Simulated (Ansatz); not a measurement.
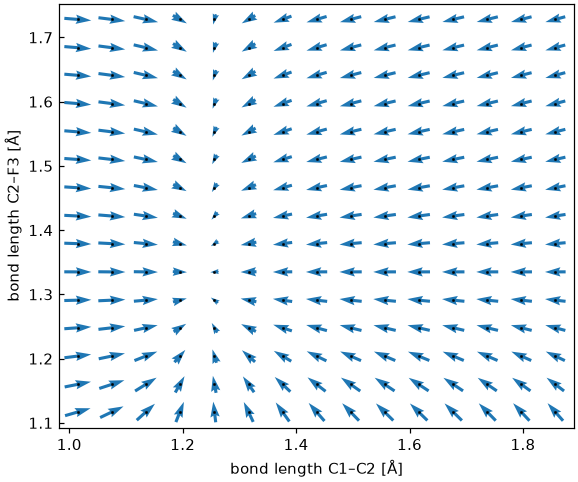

C2F, SMILES [C-]#CF, charge −1. The first coordinate is: bond length C1–C2; the second: bond length C2–F3. Nothing is relaxed (all other coordinates rigid). The scan uses a 15 × 15 grid. Points are written as (first, second). The reference is spin-restricted, which grows unreliable where a bond is stretched far. Theory: RKS PBE0-D4/def2-TZVPD (Ansatz).

In the figure: dots at the grid points, arrows along the force (downhill), their lengths compressed.

Question: The arrows alone are given. Where is the energy lowest?

Answer: The arrows converge at about (1.238 Å, 1.329 Å) (read from the interpolated surface).

The energy map of the same scan:

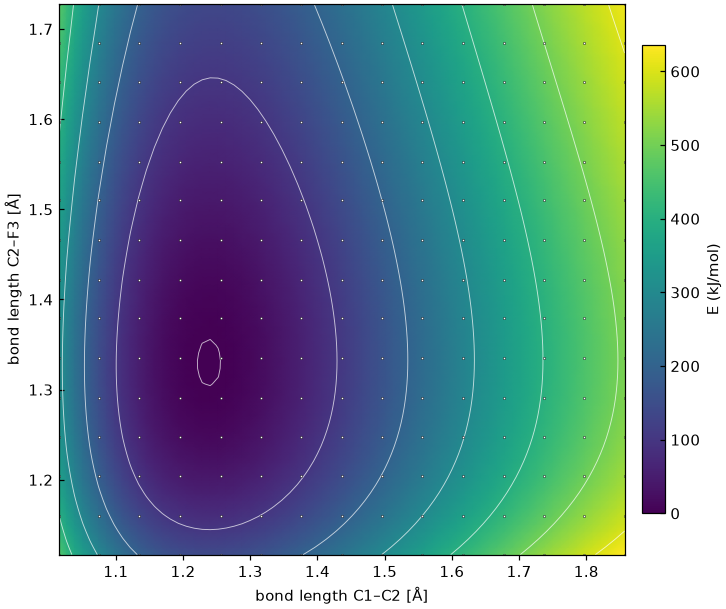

Energies are in kJ/mol, from the lowest grid point; between grid points the surface is interpolated.
